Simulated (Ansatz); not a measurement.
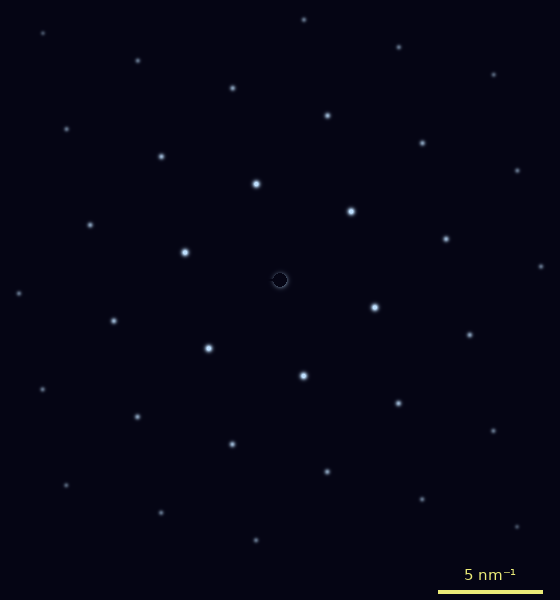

The pattern is a kinematic simulation for 120 kV electrons (no multiple scattering; isotropic B = 0.8 Å²).

Describe the geometry of this pattern.

The spots form a hexagonal net with both shortest vectors at d = 2.10 Å, 60.0° apart.

What is the point symmetry of the pattern, intensities included?

6mm. Such a pattern arises along the three- or sixfold axis of a trigonal, hexagonal or cubic crystal.

What was simulated?

This cannot be fixed from one zone alone; the pattern is [111] of MoS, space group Pm-3m (No. 221), a = 2.97 Å. The net vectors are -1 1 0 and -1 0 1. Structure: the input geometry of an electronic-structure calculation (not necessarily at equilibrium); the starting structure was generated, so it need not be a known form of this composition.
